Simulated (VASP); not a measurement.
Band structure of NiSi2 (fluorite). All values below come from PBE GGA with D3 dispersion (zero damping), VASP's PBE PAW potentials (set 64) (plane waves; VASP 6.6.1).

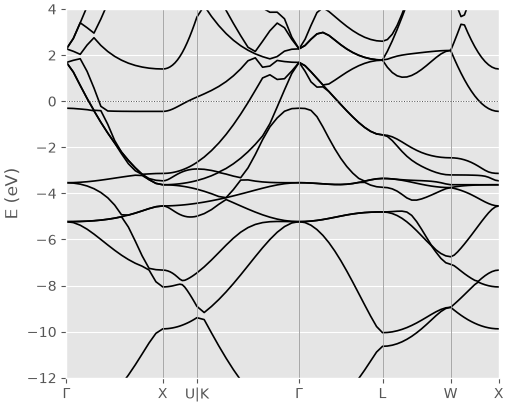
Bands along high-symmetry lines, zero at the valence-band maximum or, without a gap, the Fermi level

Q: Read the plot: is there a gap, and where are the band edges?

A: It has no gap at this level: it comes out as a metal or semimetal. (Edges off the drawn lines would not show.)

The compound is NiSi2 in the fluorite structure. It was relaxed first. The run is not spin-polarised, so no magnetic state was tried.
